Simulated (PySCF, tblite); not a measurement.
# C₆H₁₁B: dynamics, then NMR shifts on frames, part 2 of 2

tblite 0.8.0 and PySCF 2.14.0. Atoms count from 0. Earlier steps stand in the parts before.

### Step 5. Nuclear shieldings: 625 fs, PBE0/pcSseg-1

What the job is given:

```
{"job": {"kind": "nmr", "xc": "PBE0", "basis": "pcSseg-1", "pop": false}, "charge": 0, "multiplicity": 1}
C     -0.055700    -1.906300     2.442800
C     -0.738400    -1.369100     1.434500
C     -0.535400    -1.870700     0.006300
B     -0.146200    -0.891400    -1.065400
C      0.812300     0.220600    -0.694100
C      1.678600     0.713500    -1.856000
C      0.615900     1.632600    -1.332900
H     -0.038900    -1.568500     3.479100
H      0.499700    -2.767900     2.153900
H     -1.378400    -0.502900     1.605800
H     -1.539100    -2.372100    -0.287400
H      0.138900    -2.737700     0.025400
H     -0.295300    -1.018300    -2.199800
H      1.318800     0.121900     0.334400
H      1.565200     0.317600    -2.801900
H      2.717900     1.056400    -1.579100
H     -0.300200     1.862900    -1.832600
H      0.923300     2.381500    -0.635300
```

With the program's defaults for keys left out, this is: GIAO PBE0/pcSseg-1 NMR shielding, non-relativistic, gas phase.

What it wrote:

```text
coarse grid: 14424 points
cycle   1  E = -259.5683653550  dE =  7.495e-01  |g| = 4.313e-01  |ddm| = 3.601e+00
cycle   2  E = -259.5666225317  dE =  1.743e-03  |g| = 4.535e-01  |ddm| = 8.388e-01
cycle   3  E = -259.6222915848  dE = -5.567e-02  |g| = 4.491e-02  |ddm| = 4.599e-01
cycle   4  E = -259.6226518268  dE = -3.602e-04  |g| = 2.210e-02  |ddm| = 5.491e-02
cycle   5  E = -259.6227656401  dE = -1.138e-04  |g| = 5.610e-03  |ddm| = 2.077e-02
cycle   6  E = -259.6227724166  dE = -6.776e-06  |g| = 2.279e-03  |ddm| = 5.914e-03
final grid: 137552 points
cycle   7  E = -259.6636561428  dE = -3.676e-05  |g| = 8.920e-03  |ddm| = 2.985e-02
cycle   8  E = -259.6636465562  dE =  9.587e-06  |g| = 1.094e-02  |ddm| = 1.592e-02
cycle   9  E = -259.6636767262  dE = -3.017e-05  |g| = 1.349e-03  |ddm| = 8.692e-03
cycle  10  E = -259.6636771984  dE = -4.722e-07  |g| = 3.077e-04  |ddm| = 1.362e-03
cycle  11  E = -259.6636772205  dE = -2.213e-08  |g| = 9.124e-05  |ddm| = 2.977e-04
cycle  12  E = -259.6636772225  dE = -1.977e-09  |g| = 2.195e-05  |ddm| = 8.295e-05
cycle  13  E = -259.6636772226  dE = -1.202e-10  |g| = 3.949e-06  |ddm| = 2.116e-05
converged SCF energy = -259.6636772226

GIAO shielding tensors (ppm)
atom      isotropic    diamagn.    paramagn.     s11        s22        s33       span
  0 C       59.069     254.839    -195.770    -57.658     86.906    147.959    205.617
  1 C       36.002     257.508    -221.505    -94.069     41.341    160.735    254.804
  2 C      145.000     249.205    -104.206    126.384    143.748    164.866     38.482
  3 B       16.988     190.713    -173.725    -69.235      5.223    114.976    184.211
  4 C      159.425     251.928     -92.503     98.623    167.534    212.119    113.496
  5 C      167.968     255.021     -87.053    136.139    174.199    193.567     57.427
  6 C      178.360     252.378     -74.018    153.823    180.655    200.603     46.780
  7 H       25.677      29.787      -4.110     22.435     25.363     29.234      6.799
  8 H       26.352      32.064      -5.712     22.078     25.707     31.271      9.193
  9 H       25.191      33.588      -8.397     22.710     25.182     27.680      4.970
 10 H       27.443      27.759      -0.316     23.336     26.337     32.656      9.321
 11 H       29.285      31.035      -1.750     26.932     28.187     32.735      5.803
 12 H       25.370      32.377      -7.007     18.116     27.057     30.936     12.820
 13 H       28.887      33.182      -4.296     22.528     28.435     35.696     13.168
 14 H       31.605      32.915      -1.309     26.175     28.278     40.362     14.187
 15 H       29.510      29.382       0.128     24.018     25.758     38.756     14.738
 16 H       30.947      31.856      -0.909     25.705     27.241     39.894     14.189
 17 H       30.946      31.920      -0.974     24.898     27.351     40.590     15.692
```

Wall time 20 s (1 thread of Arm Neoverse V1, shared host); peak memory 0.87 GiB.

Key values: δ C1 150.9, C0 127.9, C2 41.9, C4 27.5, H9 6.53, H12 6.35 ppm.

### Step 6. NMR shieldings: 800 fs, PBE0/pcSseg-1

What the job is given:

```
{"job": {"kind": "nmr", "xc": "PBE0", "basis": "pcSseg-1", "pop": false}, "charge": 0, "multiplicity": 1}
C     -0.104300    -1.967500     2.150200
C     -0.927900    -1.429500     1.338200
C     -0.841100    -1.732700    -0.132100
B     -0.126600    -0.842400    -1.153800
C      0.988000     0.075300    -0.671600
C      2.148100     0.432600    -1.525200
C      1.022000     1.417400    -1.387200
H     -0.192100    -1.969700     3.220200
H      0.769400    -2.518600     1.752900
H     -1.762300    -0.811700     1.715700
H     -1.770900    -2.149700    -0.501200
H     -0.125500    -2.546900    -0.342300
H     -0.355300    -0.909700    -2.335800
H      1.200500     0.201000     0.410800
H      2.205200    -0.104100    -2.446000
H      3.089000     0.663800    -1.024000
H      0.407100     1.598800    -2.259600
H      1.138000     2.328700    -0.835100
```

Method: GIAO PBE0/pcSseg-1 NMR shielding, non-relativistic, gas phase.

What it wrote:

```text
coarse grid: 14424 points
cycle   1  E = -259.5729425884  dE =  9.074e-01  |g| = 4.585e-01  |ddm| = 3.628e+00
cycle   2  E = -259.5691671629  dE =  3.775e-03  |g| = 4.877e-01  |ddm| = 8.700e-01
cycle   3  E = -259.6322151439  dE = -6.305e-02  |g| = 4.164e-02  |ddm| = 4.828e-01
cycle   4  E = -259.6325247619  dE = -3.096e-04  |g| = 2.019e-02  |ddm| = 5.278e-02
cycle   5  E = -259.6326173401  dE = -9.258e-05  |g| = 5.913e-03  |ddm| = 1.895e-02
cycle   6  E = -259.6326251410  dE = -7.801e-06  |g| = 2.025e-03  |ddm| = 5.937e-03
final grid: 137552 points
cycle   7  E = -259.6739344371  dE = -3.843e-05  |g| = 9.004e-03  |ddm| = 3.150e-02
cycle   8  E = -259.6739260266  dE =  8.410e-06  |g| = 1.083e-02  |ddm| = 1.639e-02
cycle   9  E = -259.6739555568  dE = -2.953e-05  |g| = 8.742e-04  |ddm| = 8.799e-03
cycle  10  E = -259.6739557391  dE = -1.823e-07  |g| = 3.010e-04  |ddm| = 1.006e-03
cycle  11  E = -259.6739557608  dE = -2.175e-08  |g| = 7.935e-05  |ddm| = 2.840e-04
cycle  12  E = -259.6739557623  dE = -1.452e-09  |g| = 1.981e-05  |ddm| = 7.154e-05
cycle  13  E = -259.6739557624  dE = -9.220e-11  |g| = 3.966e-06  |ddm| = 1.736e-05
converged SCF energy = -259.6739557624

GIAO shielding tensors (ppm)
atom      isotropic    diamagn.    paramagn.     s11        s22        s33       span
  0 C       65.098     254.454    -189.356    -39.863     87.218    147.939    187.802
  1 C       49.397     253.252    -203.855    -69.685     58.483    159.395    229.080
  2 C      136.082     251.318    -115.236    102.127    146.134    159.986     57.858
  3 B       25.439     192.277    -166.838    -55.132     21.343    110.106    165.238
  4 C      172.948     250.669     -77.720    127.196    181.561    210.088     82.891
  5 C      177.914     256.211     -78.297    153.648    176.452    203.642     49.994
  6 C      179.857     250.573     -70.716    146.321    181.286    211.963     65.641
  7 H       26.459      29.807      -3.348     23.873     25.753     29.751      5.878
  8 H       26.176      30.860      -4.684     23.218     24.882     30.429      7.211
  9 H       25.304      30.741      -5.437     23.734     25.694     26.484      2.750
 10 H       28.608      30.117      -1.509     24.898     27.958     32.969      8.071
 11 H       30.741      30.818      -0.077     27.610     29.920     34.692      7.082
 12 H       25.333      31.246      -5.913     20.397     26.491     29.112      8.715
 13 H       30.077      34.324      -4.248     23.383     28.551     38.295     14.912
 14 H       31.328      31.774      -0.446     25.229     27.756     40.999     15.770
 15 H       30.410      30.888      -0.478     24.814     26.559     39.857     15.043
 16 H       31.182      31.243      -0.061     25.226     27.721     40.598     15.371
 17 H       31.148      31.575      -0.427     25.245     27.307     40.892     15.648
```

Run time: 20 s. Hardware: 1 thread of Arm Neoverse V1, shared host; peak memory 0.83 GiB.

This run: δ C1 137.5, C0 121.8, C2 50.8, C4 14.0, H9 6.41, H12 6.38 ppm.

### Step 7. Shielding tensors: 1000 fs, PBE0/pcSseg-1

What the job is given:

```
{"job": {"kind": "nmr", "xc": "PBE0", "basis": "pcSseg-1", "pop": false}, "charge": 0, "multiplicity": 1}
C     -0.126300    -2.600800     2.015100
C     -0.501500    -1.568500     1.322800
C     -0.816800    -1.615600    -0.171300
B      0.273000    -0.953100    -0.999300
C      0.690900     0.530000    -0.852400
C      2.187700     0.764700    -1.000500
C      1.317000     1.168800    -2.117600
H      0.046700    -2.675900     3.076500
H      0.129200    -3.525500     1.556900
H     -0.794500    -0.621400     1.758800
H     -1.746600    -1.041200    -0.320600
H     -0.979500    -2.611200    -0.453900
H      0.882000    -1.507900    -1.800000
H      0.061900     1.218600    -0.318600
H      2.772800    -0.134500    -0.890300
H      2.596600     1.622000    -0.403400
H      1.325100     0.704100    -3.088500
H      1.154400     2.255800    -2.191400
```

Level: GIAO PBE0/pcSseg-1 NMR shielding, non-relativistic, gas phase.

What it wrote:

```text
coarse grid: 14424 points
cycle   1  E = -259.5739889702  dE =  8.405e-01  |g| = 4.399e-01  |ddm| = 3.630e+00
cycle   2  E = -259.5742283464  dE = -2.394e-04  |g| = 4.551e-01  |ddm| = 8.238e-01
cycle   3  E = -259.6292009224  dE = -5.497e-02  |g| = 3.804e-02  |ddm| = 4.407e-01
cycle   4  E = -259.6294431085  dE = -2.422e-04  |g| = 1.967e-02  |ddm| = 4.741e-02
cycle   5  E = -259.6295355925  dE = -9.248e-05  |g| = 4.782e-03  |ddm| = 1.942e-02
cycle   6  E = -259.6295407867  dE = -5.194e-06  |g| = 1.369e-03  |ddm| = 4.612e-03
final grid: 137552 points
cycle   7  E = -259.6704293536  dE = -4.707e-05  |g| = 8.636e-03  |ddm| = 3.253e-02
cycle   8  E = -259.6704246547  dE =  4.699e-06  |g| = 9.785e-03  |ddm| = 1.519e-02
cycle   9  E = -259.6704489605  dE = -2.431e-05  |g| = 7.266e-04  |ddm| = 7.936e-03
cycle  10  E = -259.6704490831  dE = -1.226e-07  |g| = 2.782e-04  |ddm| = 9.117e-04
cycle  11  E = -259.6704491016  dE = -1.850e-08  |g| = 8.882e-05  |ddm| = 2.790e-04
cycle  12  E = -259.6704491034  dE = -1.779e-09  |g| = 2.554e-05  |ddm| = 7.930e-05
cycle  13  E = -259.6704491035  dE = -1.626e-10  |g| = 3.812e-06  |ddm| = 2.419e-05
converged SCF energy = -259.6704491035

GIAO shielding tensors (ppm)
atom      isotropic    diamagn.    paramagn.     s11        s22        s33       span
  0 C       71.004     251.388    -180.384    -32.387     81.953    163.445    195.832
  1 C       51.949     255.010    -203.061    -58.124     52.665    161.306    219.430
  2 C      151.909     250.982     -99.072    123.120    150.634    181.974     58.854
  3 B       20.971     191.017    -170.046    -52.050      2.125    112.838    164.888
  4 C      170.902     248.845     -77.943    108.655    178.259    225.793    117.138
  5 C      175.451     254.033     -78.582    149.739    179.354    197.260     47.521
  6 C      172.075     254.010     -81.936    140.058    173.008    203.157     63.099
  7 H       26.559      29.377      -2.818     24.336     25.590     29.751      5.414
  8 H       26.997      30.953      -3.956     24.444     25.864     30.684      6.240
  9 H       25.379      33.149      -7.770     23.796     24.280     28.060      4.264
 10 H       29.209      31.276      -2.067     26.151     27.759     33.716      7.566
 11 H       29.918      32.677      -2.758     26.776     29.141     33.838      7.063
 12 H       25.896      32.812      -6.916     18.818     27.209     31.662     12.843
 13 H       31.076      34.448      -3.372     24.341     29.855     39.032     14.692
 14 H       30.368      31.459      -1.091     24.424     27.844     38.836     14.412
 15 H       29.678      30.056      -0.378     24.492     25.415     39.125     14.633
 16 H       30.529      31.005      -0.476     24.943     27.358     39.288     14.345
 17 H       30.412      30.293       0.119     24.425     26.699     40.113     15.688
```

Wall time 20 s (1 thread of Arm Neoverse V1, shared host); peak memory 0.98 GiB.

In short: δ C1 135.0, C0 115.9, C2 35.0, C4 16.0, H9 6.34, H12 5.82 ppm.

### Step 8. Comparing the runs: NMR shifts

Shifts (ppm) of some atoms, chosen among heavy atoms and hydrogens apart, with basis size and wall time:

```csv
frame,C1,C2,C4,C6,H14,H13,B3,functions,time
250 fs,152.1,44.6,17.5,5.5,2.11,1.40,87.3,174,20 s
425 fs,146.3,41.2,21.8,19.6,1.83,1.31,82.4,174,20 s
625 fs,150.9,41.9,27.5,8.6,0.11,2.83,83.1,174,20 s
800 fs,137.5,50.8,14.0,7.1,0.39,1.64,74.6,174,20 s
1000 fs,135.0,35.0,16.0,14.9,1.35,0.64,79.1,174,20 s
```

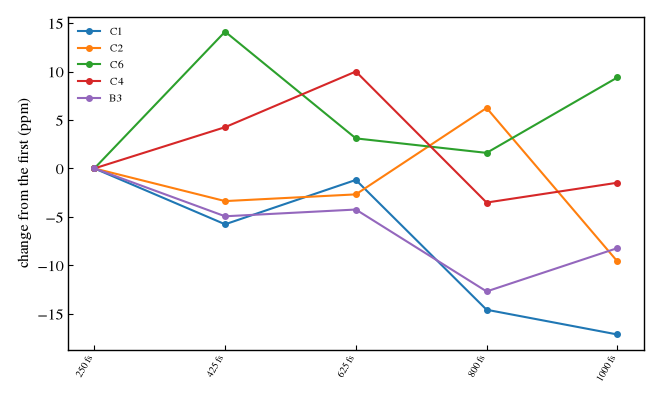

How five of the tabulated atoms move from run to run.

### Step 9. Outcome

This closing draws on all 2 parts.

| quantity | value |
| --- | --- |
| thermostat | 300 K |
| mean temperature, second half | 288 K |
| mean potential energy above the minimum | 0.61 eV |
| 13C shifts against TMS (PBE0/pcSseg-1, 250 fs) | 152.1, 122.6, 44.6, 17.5, 14.4, 5.5 ppm |
| 1H shifts against TMS (PBE0/pcSseg-1, 250 fs) | 7.66, 7.33, 6.28, 5.02, 2.77, 2.41, 2.11, 1.77, 1.40, 0.91, 0.80 ppm |
| 11B shifts against BF3·OEt2 (PBE0/pcSseg-1, 250 fs) | 87.3 ppm |
| range of the shift of C1 | 135.0 to 152.1 ppm |

In the second half the potential energy averages 0.61 eV above the minimum; equipartition over 48 harmonic modes at 300 K would give 0.62 eV. With 18 atoms the temperature swings widely (175 to 381 K). Shifts at one fixed geometry are not the observed spectrum, which averages over the motion. In the first frame run (250 fs): Shielding is most anisotropic at C1 (span 247 ppm, paramagnetic term -223 ppm). Across the 5 runs the shift of C1 moves most, between 135.0 (1000 fs) and 152.1 ppm (250 fs).
